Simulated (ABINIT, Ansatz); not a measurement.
## K2TaNbO6 (Fm-3m): G0W0 on several meshes in ABINIT

Aim: the GW shift of K2TaNbO6 (Fm-3m) against the k mesh.

Main program and level: ABINIT 10.8.3; PBEsol and many-body steps on it, plane waves.

## 1. Starting point

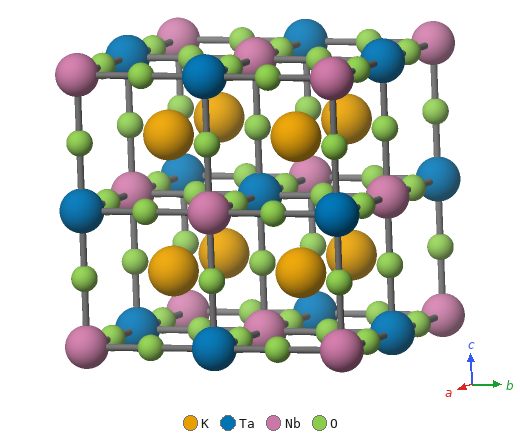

Start, viewed slightly off an axis; potassium orange, tantalum blue, niobium pink, oxygen green. This picture shows the conventional cell, with its axes. Some periodic images of atoms are drawn too.

Structure file:

```cif
data_structure
_symmetry_space_group_name_H-M 'P 1'
_symmetry_Int_Tables_number 1
_cell_length_a 5.7197
_cell_length_b 5.7197
_cell_length_c 5.7197
_cell_angle_alpha 60.000
_cell_angle_beta 60.000
_cell_angle_gamma 60.000
_cell_volume 132.31
loop_
_atom_site_label
_atom_site_type_symbol
_atom_site_fract_x
_atom_site_fract_y
_atom_site_fract_z
_atom_site_occupancy
K1 K 0.25000 0.25000 0.25000 1
K2 K 0.75000 0.75000 0.75000 1
Ta3 Ta 0.50000 0.50000 0.50000 1
Nb4 Nb 0.00000 0.00000 0.00000 1
O5 O 0.74903 0.25097 0.25097 1
O6 O 0.25097 0.74903 0.74903 1
O7 O 0.25097 0.74903 0.25097 1
O8 O 0.74903 0.25097 0.74903 1
O9 O 0.25097 0.25097 0.74903 1
O10 O 0.74903 0.74903 0.25097 1
```

The cell and positions are those that the Materials Project relaxed with its own functionals (PBE, PBE+U or r2SCAN), kept fixed. Spin-orbit coupling is left out unless a step names it.

## 2. Empty states on the mesh, 2×2×2 mesh, 278 bands

This step: ABINIT 10.8.3; DFT, PBEsol, plane waves, norm-conserving pseudopotentials.

The sums over transitions need many empty states on a uniform mesh; this step solves for them.

Contents of run.abi:

```
acell 3*1.0 Angstrom
rprim 
  -0.000000000000 4.044428000000 4.044428000000
  4.044428000000 -0.000000000000 4.044428000000
  4.044428000000 4.044428000000 -0.000000000000
ntypat 4
znucl 19 73 41 8
natom 10
typat 1 1 2 3 4 4 4 4 4 4
xred 
  0.250000000000 0.250000000000 0.250000000000
  0.750000000000 0.750000000000 0.750000000000
  0.500000000000 0.500000000000 0.500000000000
  -0.000000000000 0.000000000000 -0.000000000000
  0.749028000000 0.250972000000 0.250972000000
  0.250972000000 0.749028000000 0.749028000000
  0.250972000000 0.749028000000 0.250972000000
  0.749028000000 0.250972000000 0.749028000000
  0.250972000000 0.250972000000 0.749028000000
  0.749028000000 0.749028000000 0.250972000000
pp_dirpath "pseudos"
pseudos "K.upf, Ta.upf, Nb.upf, O.upf"
ecut 37
ngkpt 2 2 2
nshiftk 1
shiftk 0 0 0
kptopt 1
chksymbreak 0
iscf -2
irdden 1
istwfk *1
nband 278
nbdbuf 24
tolwfr 1e-09
nstep 60
prtvol 0
indata_prefix "in"
outdata_prefix "out"
tmpdata_prefix "tmp"
```

The run is started by

```bash
OMP_NUM_THREADS=1 mpirun -n 4 abinit run.abi > log
```

Numbers of over 12 decimals in the logs are rounded to 6 here.

The program printed:

```text
.Version 10.8.3 of ABINIT. v10.8.2 released Aug 2026.

 Symmetries : space group Fm -3 m (#225); Bravais cF (face-center cubic)
[... echo of the input left out ...]
== DATASET  1 ==================================================================
-   mpi_nproc: 4, omp_nthreads: 1 (-1 if OMP is not activated)
-    --> not optimal distribution: autoparal keyword recommended in input file <--

--- !DatasetInfo
iteration_state: {dtset: 1, }
dimensions: {natom: 10, nkpt: 3, mband: 278, nsppol: 1, nspinor: 1, nspden: 1, mpw: 9608, }
cutoff_energies: {ecut:  37.0, pawecutdg:  -1.0, }
[...]
2.88761    2.88761    2.88794    2.88794    2.89921    2.89921    2.89921    2.90748
   2.90748    2.90748    2.95076    2.95081    2.95091    2.95120    2.95126    2.95131
   2.95935    2.95959    2.95986    2.97180    2.97242    2.97314
 prteigrs : prtvol=0 or 1, do not print more k-points.

== END DATASET(S) ==============================================================
================================================================================

 -outvars: echo values of variables after computation  --------
            nband         278
             nkpt           3
          spgroup         225
 [... the other variables as echoed above ...]

 Calculation completed.
```

Wall time 3.9 min (4 MPI ranks of Intel Xeon Platinum 8488C (Sapphire Rapids), shared host); peak memory 0.49 GiB; 16 min of CPU time.

Numbers from this step:

* gap: 1.698 eV
* k of the valence top: 0, 0, 0
* k of the conduction bottom: 0, 0, 0
* least direct gap: 1.698 eV
* k points computed: 3
* lowest point of the top converged band, above the valence top: 71.9812 eV

On this mesh the gap is 1.698 eV.

The density comes from a self-consistent run that is not shown.

## 3. Screening, 2×2×2 mesh, 127 bands, screening to 114.3 eV

The RPA dielectric matrix is built and inverted for each q.

This step: RPA screening on PBEsol, plane waves, norm-conserving pseudopotentials.

run.abi: that of step 2 with these lines changed.

```diff
@@ -28,10 +28,11 @@
 chksymbreak 0
-iscf -2
-irdden 1
 istwfk *1
-nband 278
-nbdbuf 24
-tolwfr 1e-09
-nstep 60
-prtvol 0
+occopt 1
+irdwfk 1
+optdriver 3
+nband 127
+ecuteps 4.2
+inclvkb 2
+awtr 1
+symchi 1
 indata_prefix "in"
```

The program printed:

```text
.Version 10.8.3 of ABINIT. v10.8.2 released Aug 2026.

 Symmetries : space group Fm -3 m (#225); Bravais cF (face-center cubic)
[... echo of the input left out ...]
== DATASET  1 ==================================================================
-   mpi_nproc: 4, omp_nthreads: 1 (-1 if OMP is not activated)

--- !DatasetInfo
iteration_state: {dtset: 1, }
dimensions: {natom: 10, nkpt: 3, mband: 127, nsppol: 1, nspinor: 1, nspden: 1, mpw: 9608, }
cutoff_energies: {ecut:  37.0, pawecutdg:  -1.0, }
electrons: {nelect:   8.00000000E+01, charge:   0.00000000E+00, occopt:   1.00000000E+00, tsmear:   1.00000000E-02, }

 SCREENING: Calculation of the susceptibility and dielectric matrices

 Based on a program developped by R.W. Godby, V. Olevano, G. Onida, and L. Reining.
 Incorporated in ABINIT by V. Olevano, G.-M. Rignanese, and M. Torrent.
.Using double precision arithmetic ; gwpc =  8

[... cell and pseudopotentials left out ...]
--------------------------------------------------------------------------------

 ==== K-mesh for the wavefunctions ====
 Number of points in the irreducible wedge :     3
[... list of points left out ...]
 Together with 48 symmetry operations and time-reversal symmetry
 yields     8 points in the full Brillouin Zone.

 ==== Q-mesh for the screening function ====
 Number of points in the irreducible wedge :     3
[... list of points left out ...]
 Together with 48 symmetry operations and time-reversal symmetry
 yields     8 points in the full Brillouin Zone.

 setmesh: FFT mesh size selected  =    40x   40x   40
          total number of points  =        64000

 vcoul_init : cutoff-mode = AUXILIARY_FUNCTION
 q-points for optical limit:   1
     1)      0.000010    0.000020    0.000030

- screening: taking advantage of time-reversal symmetry
- Maximum band index for partially occupied states nbvw = 40
- Remaining bands to be divided among processors   nbcw = 87
- Number of bands treated by each node ~21

 Number of electrons calculated from density =   80.0000; Expected =   80.0000
 average of density, n =  0.089597
 r_s =    1.3864
 omega_plasma =   28.8736 [eV]

 calculating chi0 at frequencies [eV] :
  1    0.000000E+00    0.000000E+00
  2    0.000000E+00    2.887365E+01

--------------------------------------------------------------------------------
  q-point number  1        q = ( 0.000000, 0.000000, 0.000000) [r.l.u.]
--------------------------------------------------------------------------------
[... chi0 elements left out ...]
 For q-point:  0.000010 0.000020 0.000030
  dielectric constant =   8.4347
  dielectric constant without local fields =   8.9306

  Average fulfillment of the sum rule on Im[epsilon] for q-point    1 :     46.91  [%]
[... wings left out ...]
  q-point number  2        q = ( 0.500000, 0.000000, 0.000000) [r.l.u.]
--------------------------------------------------------------------------------
[... chi0 elements left out ...]
  Average fulfillment of the sum rule on Im[epsilon] for q-point    2 :     54.49  [%]

 [... 1 further q-points ...]
```

Run time: 49 s. Hardware: 4 MPI ranks; peak memory 2 GiB.

Numbers from this step:

```
ε∞ with local fields, on this mesh, along the program's q direction : 8.435
the same without local fields                                       : 8.931
plasma frequency                                                    : 28.87 eV
plane waves in the screening matrix                                 : 339
```

Local fields lower ε∞ by 6 %. On a Γ-centred mesh this coarse the value itself is usually too large, while a short band sum pulls it down.

## 4. 2×2×2

The self-energy is evaluated for the states that the input lists, and the levels follow from it, in one-shot runs by the linearised quasiparticle equation.

This step: G0W0 on PBEsol, plane waves, norm-conserving pseudopotentials.

run.abi: that of step 3 with these lines changed.

```diff
@@ -31,8 +31,15 @@
 irdwfk 1
-optdriver 3
+optdriver 4
 nband 127
+gwcalctyp 0
+ecutsigx 37
+symsigma 1
+nkptgw 1
+kptgw 
+  0.0000000000 0.0000000000 0.0000000000
+bdgw 
+  38 43
 ecuteps 4.2
-inclvkb 2
-awtr 1
-symchi 1
+irdscr 1
+ppmodel 1
 indata_prefix "in"
```

The program printed:

```text
.Version 10.8.3 of ABINIT. v10.8.2 released Aug 2026.

 Symmetries : space group Fm -3 m (#225); Bravais cF (face-center cubic)
[... echo of the input left out ...]
== DATASET  1 ==================================================================
-   mpi_nproc: 4, omp_nthreads: 1 (-1 if OMP is not activated)

--- !DatasetInfo
iteration_state: {dtset: 1, }
dimensions: {natom: 10, nkpt: 3, mband: 127, nsppol: 1, nspinor: 1, nspden: 1, mpw: 9608, }
cutoff_energies: {ecut:  37.0, pawecutdg:  -1.0, }
electrons: {nelect:   8.00000000E+01, charge:   0.00000000E+00, occopt:   1.00000000E+00, tsmear:   1.00000000E-02, }

 SIGMA: Calculation of the GW corrections

 Based on a program developped by R.W. Godby, V. Olevano, G. Onida, and L. Reining.
 Incorporated in ABINIT by V. Olevano, G.-M. Rignanese, and M. Torrent.
.Using double precision arithmetic ; gwpc =  8

[... cell and pseudopotentials left out ...]
--------------------------------------------------------------------------------

 ==== K-mesh for the wavefunctions ====
 Number of points in the irreducible wedge :     3
[... list of points left out ...]
 Together with 48 symmetry operations and time-reversal symmetry
 yields     8 points in the full Brillouin Zone.

 ==== Q-mesh for screening function ====
 Number of points in the irreducible wedge :     3
[... list of points left out ...]
 Together with 48 symmetry operations and time-reversal symmetry
 yields     8 points in the full Brillouin Zone.

 vcoul_init : cutoff-mode = AUXILIARY_FUNCTION
 q-points for optical limit:   1
     1)      0.000010    0.000020    0.000030
 setmesh: FFT mesh size selected  =    60x   60x   60
          total number of points  =       216000

 Number of electrons calculated from density =   80.0000; Expected =   80.0000
 average of density, n =  0.089597
 r_s =    1.3864
 omega_plasma =   28.8736 [eV]

 === KS Band Gaps ===
  >>>> For spin  1
   Minimum direct gap =   1.6976 [eV], located at k-point      :   0.0000  0.0000  0.0000
   Fundamental gap    =   1.6976 [eV], Top of valence bands at :   0.0000  0.0000  0.0000
                                       Bottom of conduction at :   0.0000  0.0000  0.0000
 SIGMA fundamental parameters:
 PLASMON POLE MODEL  1
 number of plane-waves for SigmaX                 9577
 number of plane-waves for SigmaC and W            339
 number of plane-waves for wavefunctions          9577
 number of bands                                   127
 number of independent spin polarizations            1
 number of spinorial components                      1
 number of k-points in IBZ                           3
 number of q-points in IBZ                           3
 number of symmetry operations                      48
 number of k-points in BZ                            8
 number of q-points in BZ                            8
 number of frequencies for dSigma/dE                 9
 frequency step for dSigma/dE [eV]                0.25
 number of omega for Sigma on real axis              0
 max omega for Sigma on real axis  [eV]           0.00
 zcut for avoiding poles [eV]                     0.10

 EPSILON^-1 parameters (SCR file):
 dimension of the eps^-1 matrix on file            339
 dimension of the eps^-1 matrix used               339
 number of plane-waves for wavefunctions          9577
 number of bands                                   127
 number of q-points in IBZ                           3
 number of frequencies                               2
 number of real frequencies                          1
 number of imag frequencies                          1

 matrix elements of self-energy operator (all in [eV])

 Perturbative Calculation

--- !SelfEnergy_ee
iteration_state: {dtset: 1, }
kpoint     : [   0.000,    0.000,    0.000, ]
spin       : 1
KS_gap     :    1.698
QP_gap     :    3.032
Delta_QP_KS:    1.334
data: !SigmaeeData |
     Band     E0 <VxcDFT>   SigX SigC(E0)      Z dSigC/dE  Sig(E)    E-E0       E
       38   5.219 -19.860 -24.589   5.232   0.766  -0.305 -19.475   0.385   5.604
       39   5.219 -19.860 -24.589   5.232   0.766  -0.305 -19.475   0.385   5.604
       40   5.219 -19.860 -24.589   5.232   0.766  -0.305 -19.475   0.385   5.604
       41   6.917 -15.369  -9.559  -3.707   0.818  -0.223 -13.649   1.719   8.636
       42   6.917 -15.369  -9.559  -3.707   0.818  -0.223 -13.649   1.719   8.636
       43   6.917 -15.369  -9.559  -3.707   0.818  -0.223 -13.649   1.719   8.636

== END DATASET(S) ==============================================================
================================================================================

 -outvars: echo values of variables after computation  --------
           etotal      0.0000000000E+00
            nband         127
             nkpt           3
          spgroup         225
 [... the other variables as echoed above ...]

 Calculation completed.
```

Wall time 8.5 s (4 MPI ranks); peak memory 1.2 GiB; 33 s of CPU time.

This step gave:

```
G0W0 gap on the points computed              : 3.032 eV
starting gap on the mesh                     : 1.698 eV
k of the valence top                         : 0, 0, 0
k of the conduction bottom                   : 0, 0, 0
Z at the valence top                         : 0.766
Z at the conduction bottom                   : 0.818
least direct G0W0 gap on the computed points : 3.032 eV
```

The gap on the mesh goes from 1.70 eV to 3.03 eV, a correction of +1.33 eV.

## 5. Empty states on the mesh, 4×4×4 mesh, 139 bands

This step: DFT, PBEsol, plane waves, norm-conserving pseudopotentials.

run.abi: that of step 4 with these lines changed.

```diff
@@ -23,3 +23,3 @@
 ecut 37
-ngkpt 2 2 2
+ngkpt 4 4 4
 nshiftk 1
@@ -28,18 +28,10 @@
 chksymbreak 0
+iscf -2
+irdden 1
 istwfk *1
-occopt 1
-irdwfk 1
-optdriver 4
-nband 127
-gwcalctyp 0
-ecutsigx 37
-symsigma 1
-nkptgw 1
-kptgw 
-  0.0000000000 0.0000000000 0.0000000000
-bdgw 
-  38 43
-ecuteps 4.2
-irdscr 1
-ppmodel 1
+nband 139
+nbdbuf 12
+tolwfr 1e-09
+nstep 60
+prtvol 0
 indata_prefix "in"
```

The program printed:

```text
.Version 10.8.3 of ABINIT. v10.8.2 released Aug 2026.

 Symmetries : space group Fm -3 m (#225); Bravais cF (face-center cubic)
[... echo of the input left out ...]
== DATASET  1 ==================================================================
-   mpi_nproc: 4, omp_nthreads: 1 (-1 if OMP is not activated)

--- !DatasetInfo
iteration_state: {dtset: 1, }
dimensions: {natom: 10, nkpt: 8, mband: 139, nsppol: 1, nspinor: 1, nspden: 1, mpw: 9620, }
cutoff_energies: {ecut:  37.0, pawecutdg:  -1.0, }
[...]
1.43223    1.50578    1.50578    1.50578    1.53127    1.53127    1.53127    1.54312
   1.57234    1.57624    1.57624    1.61264    1.61264    1.61264    1.65216    1.69980
   1.69991    1.73056    1.73056
 prteigrs : prtvol=0 or 1, do not print more k-points.

== END DATASET(S) ==============================================================
================================================================================

 -outvars: echo values of variables after computation  --------
            nband         139
             nkpt           8
          spgroup         225
 [... the other variables as echoed above ...]

 Calculation completed.
```

Run time: 2 min. Hardware: 4 MPI ranks; peak memory 0.6 GiB.

This step gave:

| Item | Value |
| --- | --- |
| gap | 1.698 eV |
| k of the valence top | 0, 0, 0 |
| k of the conduction bottom | 0, 0, 0 |
| least direct gap | 1.698 eV |
| k points computed | 8 |
| lowest point of the top converged band, above the valence top | 36.45 eV |

On this mesh the gap is 1.698 eV.

## 6. Screening, 4×4×4 mesh, 127 bands, screening to 114.3 eV

This step: RPA screening on PBEsol, plane waves, norm-conserving pseudopotentials.

run.abi: that of step 5 with these lines changed.

```diff
@@ -28,10 +28,11 @@
 chksymbreak 0
-iscf -2
-irdden 1
 istwfk *1
-nband 139
-nbdbuf 12
-tolwfr 1e-09
-nstep 60
-prtvol 0
+occopt 1
+irdwfk 1
+optdriver 3
+nband 127
+ecuteps 4.2
+inclvkb 2
+awtr 1
+symchi 1
 indata_prefix "in"
```

The program printed:

```text
.Version 10.8.3 of ABINIT. v10.8.2 released Aug 2026.

 Symmetries : space group Fm -3 m (#225); Bravais cF (face-center cubic)
[... echo of the input left out ...]
== DATASET  1 ==================================================================
-   mpi_nproc: 4, omp_nthreads: 1 (-1 if OMP is not activated)

--- !DatasetInfo
iteration_state: {dtset: 1, }
dimensions: {natom: 10, nkpt: 8, mband: 127, nsppol: 1, nspinor: 1, nspden: 1, mpw: 9620, }
cutoff_energies: {ecut:  37.0, pawecutdg:  -1.0, }
electrons: {nelect:   8.00000000E+01, charge:   0.00000000E+00, occopt:   1.00000000E+00, tsmear:   1.00000000E-02, }

 SCREENING: Calculation of the susceptibility and dielectric matrices

 Based on a program developped by R.W. Godby, V. Olevano, G. Onida, and L. Reining.
 Incorporated in ABINIT by V. Olevano, G.-M. Rignanese, and M. Torrent.
.Using double precision arithmetic ; gwpc =  8

[... cell and pseudopotentials left out ...]
--------------------------------------------------------------------------------

 ==== K-mesh for the wavefunctions ====
 Number of points in the irreducible wedge :     8
[... list of points left out ...]
 Together with 48 symmetry operations and time-reversal symmetry
 yields    64 points in the full Brillouin Zone.

 ==== Q-mesh for the screening function ====
 Number of points in the irreducible wedge :     8
[... list of points left out ...]
 Together with 48 symmetry operations and time-reversal symmetry
 yields    64 points in the full Brillouin Zone.

 setmesh: FFT mesh size selected  =    40x   40x   40
          total number of points  =        64000

 vcoul_init : cutoff-mode = AUXILIARY_FUNCTION
 q-points for optical limit:   1
     1)      0.000010    0.000020    0.000030

- screening: taking advantage of time-reversal symmetry
- Maximum band index for partially occupied states nbvw = 40
- Remaining bands to be divided among processors   nbcw = 87
- Number of bands treated by each node ~21

 Number of electrons calculated from density =   80.0000; Expected =   80.0000
 average of density, n =  0.089597
 r_s =    1.3864
 omega_plasma =   28.8736 [eV]

 calculating chi0 at frequencies [eV] :
  1    0.000000E+00    0.000000E+00
  2    0.000000E+00    2.887365E+01

--------------------------------------------------------------------------------
  q-point number  1        q = ( 0.000000, 0.000000, 0.000000) [r.l.u.]
--------------------------------------------------------------------------------
[... chi0 elements left out ...]
 For q-point:  0.000010 0.000020 0.000030
  dielectric constant =   6.0618
  dielectric constant without local fields =   6.4238

  Average fulfillment of the sum rule on Im[epsilon] for q-point    1 :     47.05  [%]
[... wings left out ...]
  q-point number  2        q = ( 0.250000, 0.000000, 0.000000) [r.l.u.]
--------------------------------------------------------------------------------
[... chi0 elements left out ...]
  Average fulfillment of the sum rule on Im[epsilon] for q-point    2 :     60.73  [%]

 [... 6 further q-points ...]
```

Wall time 4.8 min (4 MPI ranks); peak memory 3.4 GiB.

This step gave:

| Item | Value |
| --- | --- |
| ε∞ with local fields, on this mesh, along the program's q direction | 6.062 |
| the same without local fields | 6.424 |
| plasma frequency | 28.87 eV |
| plane waves in the screening matrix | 339 |

[end of part 1 of 2]

[Paths, hosts, dates, memory and timing lines, banners, echoed tables and standing remarks are left out of the program output.]

[Logs are printed without paths, hosts, clocks, repeated set-up lines and the standing remarks that a program may print on its own settings, such as how far it seeks lower states.]

[Runs of the session that timed out or met a known fault of the program may be left out.]

[Hosts, paths, dates, database ids (printed as entryN), source tags and the programs' standing remarks are cut or masked in the printed files.]

[G0W0 gaps are taken among the corrected bands and points alone; a level outside them can change the order at an edge.]

[Where Ansatz stands beside ABINIT at settings called matched, ABINIT's density can come from a denser mesh and the files from another edition; pairs whose starting gaps differed by over 0.03 eV were left out, so agreement reads better than it is.]
